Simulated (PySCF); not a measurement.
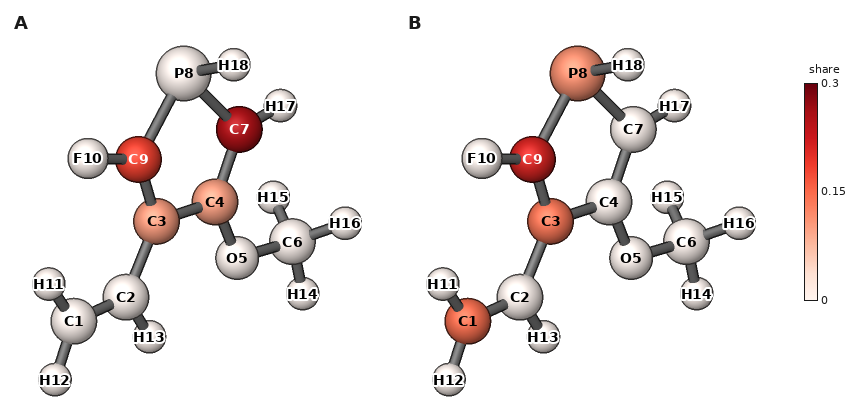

Each panel colours the atoms by their Löwdin share in one orbital (up to four of the largest shares; other atoms are shown as zero). Computed geometry: PBE0-D3(BJ)/def2-SVP optimisation. No frequency run is at hand to confirm it as a minimum. Method: PBE0/def2-SVPD (PySCF 2.14.0).

Question: The panels show the HOMO, LUMO, in some order. Which is which?

Answer: A: HOMO, −6.28 eV; C7 0.25, C9 0.18, C3 0.10, C4 0.10
B: LUMO, −1.44 eV; C9 0.21, C1 0.14, C3 0.14, P8 0.11
